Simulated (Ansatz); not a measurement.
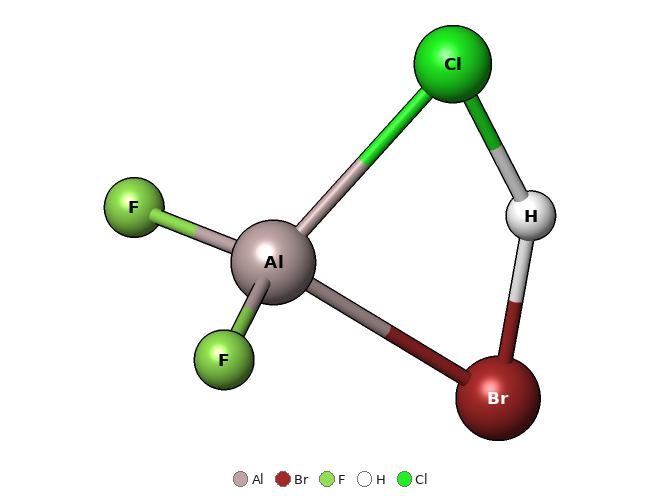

Sticks follow a distance rule. Harmonic vibrations computed with RKS PBE0-D4/def2-TZVP (Ansatz 0.2.0) at a stationary point of the same level.

Q: How many imaginary frequencies does it have?

A: A first-order saddle point: one imaginary frequency, 414i cm⁻¹.

Q: How many vibrational modes are there, and where do they lie?

A: 12 modes: 414i, 107, 160, 169, 199, 281, 367, 601, 664, 786, 942, 1168 cm⁻¹.
